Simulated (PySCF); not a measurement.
**CHFO (formyl fluoride): revPBE/def2-TZVPP**

What is the vertical singlet–triplet gap of CHFO (formyl fluoride) at revPBE/def2-TZVPP? Input form: a Python script.

Program for the calculation: PySCF 2.14.0.

2 further runs of the same task are left out: 2 set aside as unsound or not needed.

### Step 1. The structure to begin with

CHFO: 4 atoms, total charge 0, spin state singlet. SMILES: `O=CF`. The coordinates come from a GFN2-xTB relaxation.

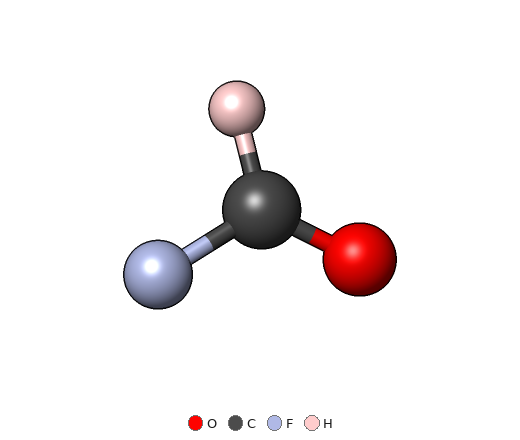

Viewed from a chosen angle; oxygen red, carbon dark grey, fluorine light blue, hydrogen pink.

### Step 2. The energy at revPBE/def2-TZVPP

input.py

```python
# formyl fluoride
from pyscf import gto, dft

molecule = gto.M(
    atom='''
O     -1.681252     0.370424     1.568435
C     -0.093995     0.138593     0.043331
F      1.104299    -2.061427    -0.342702
H      0.670947     1.552429    -1.269064
''',
    charge=0,
    spin=0,
    unit='bohr',
    basis='def2-tzvpp',
    max_memory=1860,
    verbose=4,
)

mf = dft.RKS(molecule, xc='revpbe')
mf.conv_tol = 1e-10
mf.grids.level = 5
mf.kernel()
if not mf.converged:
    mf = mf.newton().run(mf.mo_coeff, mf.mo_occ)

e_final = mf.e_tot
print('E(%s) = %.9f' % ('REVPBE', e_final))
```

The run is started by

```
$ OMP_NUM_THREADS=1 python input.py
```

The program printed:

```text
PySCF version 2.14.0

[INPUT] num. atoms = 4
[INPUT] num. electrons = 24
[INPUT] charge = 0
[INPUT] spin (= nelec alpha-beta = 2S) = 0
[INPUT] symmetry False subgroup None
[INPUT] Mole.unit = bohr
[INPUT] Symbol           X                Y                Z      unit          X                Y                Z       unit  Magmom
[INPUT]  1 O     -0.889680244214   0.196019939178   0.829980058809 AA   -1.681252000000   0.370424000000   1.568435000000 Bohr   0.0
[INPUT]  2 C     -0.049740011940   0.073340257193   0.022929777726 AA   -0.093995000000   0.138593000000   0.043331000000 Bohr   0.0
[INPUT]  3 F      0.584369864842  -1.090860190375  -0.181350088537 AA    1.104299000000  -2.061427000000  -0.342702000000 Bohr   0.0
[INPUT]  4 H      0.355049862135   0.821510048371  -0.671559747999 AA    0.670947000000   1.552429000000  -1.269064000000 Bohr   0.0

nuclear repulsion = 67.6421681777879
number of shells = 39
number of NR pGTOs = 154
number of NR cGTOs = 107
basis = def2-tzvpp
ecp = {}

******** <class 'pyscf.dft.rks.RKS'> ********
method = RKS
initial guess = minao
damping factor = 0
level_shift factor = 0
DIIS = <class 'pyscf.scf.diis.CDIIS'>
diis_start_cycle = 1
diis_space = 8
diis_damp = 0
SCF conv_tol = 1e-10
SCF conv_tol_grad = None
SCF max_cycles = 50
direct_scf = True
direct_scf_tol = 1e-13
XC library pyscf.dft.libxc version 7.0.0
    S. Lehtola, C. Steigemann, M. J.T. Oliveira, and M. A.L. Marques.,  SoftwareX 7, 1–5 (2018)
XC functionals = revpbe
    Y. Zhang and W. Yang.,  Phys. Rev. Lett. 80, 890 (1998)
    J. P. Perdew, K. Burke, and M. Ernzerhof.,  Phys. Rev. Lett. 77, 3865 (1996)
    J. P. Perdew, K. Burke, and M. Ernzerhof.,  Phys. Rev. Lett. 78, 1396 (1997)
radial grids:
    Treutler-Ahlrichs [JCP 102, 346 (1995); DOI:10.1063/1.469408] (M4) radial grids

becke partition: Becke, JCP 88, 2547 (1988); DOI:10.1063/1.454033
pruning grids: <function nwchem_prune>
grids dens level: 5
symmetrized grids: False
atomic radii adjust function: <function treutler_atomic_radii_adjust>
small_rho_cutoff = 0
Set gradient conv threshold to 1e-05
Initial guess from minao.
tot grids = 153376
init E= -214.162863392663
  HOMO = -0.369785385084622  LUMO = -0.0911699404211461  gap/eV = 7.58151
cycle= 1 E= -213.660796322692  delta_E= 0.502  |g|= 0.898  |ddm|= 1.65
  HOMO = -0.137627223780651  LUMO = 0.00284643365875656  gap/eV = 3.82248
cycle= 2 E= -212.676332060347  delta_E= 0.984  |g|= 2.37  |ddm|= 1.86
  HOMO = -0.289361684312958  LUMO = -0.0625478603868856  gap/eV = 6.17192
cycle= 3 E= -213.771557455264  delta_E= -1.1  |g|= 0.423  |ddm|= 1.59
  HOMO = -0.282243116164604  LUMO = -0.0681044237249218  gap/eV = 5.82701
cycle= 4 E= -213.79854550267  delta_E= -0.027  |g|= 0.157  |ddm|= 0.28
  HOMO = -0.287809135509118  LUMO = -0.0775334387651689  gap/eV = 5.72189
cycle= 5 E= -213.802098058799  delta_E= -0.00355  |g|= 0.0287  |ddm|= 0.0728
  HOMO = -0.283493383065579  LUMO = -0.0722273763602352  gap/eV = 5.74884
cycle= 6 E= -213.802273099218  delta_E= -0.000175  |g|= 0.00798  |ddm|= 0.0231
  HOMO = -0.284539603773961  LUMO = -0.0729816659803966  gap/eV = 5.75678
cycle= 7 E= -213.802286986567  delta_E= -1.39e-05  |g|= 0.000779  |ddm|= 0.00603
  HOMO = -0.284555078740432  LUMO = -0.0729596880328955  gap/eV = 5.75780
cycle= 8 E= -213.802287087533  delta_E= -1.01e-07  |g|= 0.000203  |ddm|= 0.000669
  HOMO = -0.28455402376412  LUMO = -0.0729602920308849  gap/eV = 5.75776
cycle= 9 E= -213.80228709523  delta_E= -7.7e-09  |g|= 1.97e-05  |ddm|= 0.000129
  HOMO = -0.284553256922862  LUMO = -0.0729590282884054  gap/eV = 5.75777
cycle= 10 E= -213.802287095294  delta_E= -6.42e-11  |g|= 6.22e-06  |ddm|= 1.43e-05
  HOMO = -0.284554554242543  LUMO = -0.0729596664129701  gap/eV = 5.75779
Extra cycle  E= -213.80228709525  delta_E= 4.45e-11  |g|= 1.7e-05  |ddm|= 1.17e-05
converged SCF energy = -213.80228709525
E(REVPBE) = -213.802287095
```

It took 12 s on 1 thread of Arm Neoverse V1, shared host; peak memory 0.54 GiB.

### Step 3. The triplet

run.py

```python
from pyscf import gto, dft

molecule = gto.M(
    atom=[
    ('O', (-0.889680, 0.196020, 0.829980)),
    ('C', (-0.049740, 0.073340, 0.022930)),
    ('F', (0.584370, -1.090860, -0.181350)),
    ('H', (0.355050, 0.821510, -0.671560)),
],
    max_memory=1860,
    spin=2,
    verbose=4,
    basis='def2-tzvpp',
    charge=0,
)

mf = dft.UKS(molecule)
mf.xc = 'revpbe'
mf.grids.level = 5
mf.conv_tol = 1e-10
mf.kernel()
if not mf.converged:
    mf = mf.newton().run(mf.mo_coeff, mf.mo_occ)

energy = mf.e_tot
print('E(%s) = %.9f' % ('REVPBE', energy))
```

The run is started by

```
$ OMP_NUM_THREADS=1 python run.py
```

The program printed:

```text
PySCF version 2.14.0

[INPUT] num. atoms = 4
[INPUT] num. electrons = 24
[INPUT] charge = 0
[INPUT] spin (= nelec alpha-beta = 2S) = 2
[INPUT] symmetry False subgroup None
[INPUT] Mole.unit = angstrom
[INPUT] Symbol           X                Y                Z      unit          X                Y                Z       unit  Magmom
[INPUT]  1 O     -0.889680000000   0.196020000000   0.829980000000 AA   -1.681251538503   0.370424114937   1.568434888867 Bohr   0.0
[INPUT]  2 C     -0.049740000000   0.073340000000   0.022930000000 AA   -0.093994977436   0.138592513976   0.043331420036 Bohr   0.0
[INPUT]  3 F      0.584370000000  -1.090860000000  -0.181350000000 AA    1.104299255412  -2.061426640243  -0.342701832690 Bohr   0.0
[INPUT]  4 H      0.355050000000   0.821510000000  -0.671560000000 AA    0.670947260527   1.552428908591  -1.269064476213 Bohr   0.0

nuclear repulsion = 67.6421796964721
number of shells = 39
number of NR pGTOs = 154
number of NR cGTOs = 107
basis = def2-tzvpp
ecp = {}

******** <class 'pyscf.dft.uks.UKS'> ********
method = UKS
initial guess = minao
damping factor = 0
level_shift factor = 0
DIIS = <class 'pyscf.scf.diis.CDIIS'>
diis_start_cycle = 1
diis_space = 8
diis_damp = 0
SCF conv_tol = 1e-10
SCF conv_tol_grad = None
SCF max_cycles = 50
direct_scf = True
direct_scf_tol = 1e-13
number electrons alpha = 13  beta = 11
XC library pyscf.dft.libxc version 7.0.0
    S. Lehtola, C. Steigemann, M. J.T. Oliveira, and M. A.L. Marques.,  SoftwareX 7, 1–5 (2018)
XC functionals = revpbe
    Y. Zhang and W. Yang.,  Phys. Rev. Lett. 80, 890 (1998)
    J. P. Perdew, K. Burke, and M. Ernzerhof.,  Phys. Rev. Lett. 77, 3865 (1996)
    J. P. Perdew, K. Burke, and M. Ernzerhof.,  Phys. Rev. Lett. 78, 1396 (1997)
radial grids:
    Treutler-Ahlrichs [JCP 102, 346 (1995); DOI:10.1063/1.469408] (M4) radial grids

becke partition: Becke, JCP 88, 2547 (1988); DOI:10.1063/1.454033
pruning grids: <function nwchem_prune>
grids dens level: 5
symmetrized grids: False
atomic radii adjust function: <function treutler_atomic_radii_adjust>
small_rho_cutoff = 0
Set gradient conv threshold to 1e-05
tot grids = 153376
init E= -214.162864133367
[... the frontier-level lines of each cycle are left out ...]


cycle= 1 E= -213.540301409966  delta_E= 0.623  |g|=  0.4  |ddm|= 1.36


cycle= 2 E= -213.36704938532  delta_E= 0.173  |g|= 0.783  |ddm|= 0.623


cycle= 3 E= -213.598206090974  delta_E= -0.231  |g|= 0.0867  |ddm|= 0.435


cycle= 4 E= -213.598096046614  delta_E= 0.00011  |g|= 0.0926  |ddm|= 0.0913


cycle= 5 E= -213.600832111094  delta_E= -0.00274  |g|= 0.018  |ddm|= 0.0483


cycle= 6 E= -213.600959469212  delta_E= -0.000127  |g|= 0.00642  |ddm|= 0.0182


cycle= 7 E= -213.600977017614  delta_E= -1.75e-05  |g|= 0.00104  |ddm|= 0.00582


cycle= 8 E= -213.600977411588  delta_E= -3.94e-07  |g|= 0.000181  |ddm|= 0.000846


cycle= 9 E= -213.600977428608  delta_E= -1.7e-08  |g|= 7.6e-05  |ddm|= 0.00021


cycle= 10 E= -213.600977431194  delta_E= -2.59e-09  |g|= 1.25e-05  |ddm|= 6.76e-05


cycle= 11 E= -213.600977431281  delta_E= -8.7e-11  |g|= 4.18e-06  |ddm|= 1.51e-05


Extra cycle  E= -213.600977431283  delta_E= -2.44e-12  |g|= 3.15e-06  |ddm|= 5.01e-06
converged SCF energy = -213.600977431283  <S^2> = 2.0038978  2S+1 = 3.0025974
E(REVPBE) = -213.600977431
```

Wall time 22 s (1 thread of Arm Neoverse V1, shared host); peak memory 0.55 GiB.

### Step 4. What came out

Level: revPBE/def2-TZVPP.

```
                                        quantity          value
                           singlet: total energy  -213.80229 Eh
                          singlet: dipole moment         1.93 D
                            singlet: HOMO energy       -7.74 eV
                            singlet: LUMO energy       -1.99 eV
                          singlet: HOMO–LUMO gap        5.76 eV
                           triplet: total energy  -213.60098 Eh
                          triplet: dipole moment         1.13 D
     triplet: HOMO energy (highest over α and β)       -2.47 eV
                                   triplet: ⟨S²⟩          2.004
vertical energy of the triplet above the singlet       5.478 eV
```

At this shape the triplet lies 5.48 eV (126 kcal/mol) above the singlet. Mulliken charges (singlet) run from -0.17 on O1 to +0.23 on C2; they depend strongly on the basis. Mulliken charges (triplet) run from -0.13 on F3 to +0.13 on H4; they depend strongly on the basis.
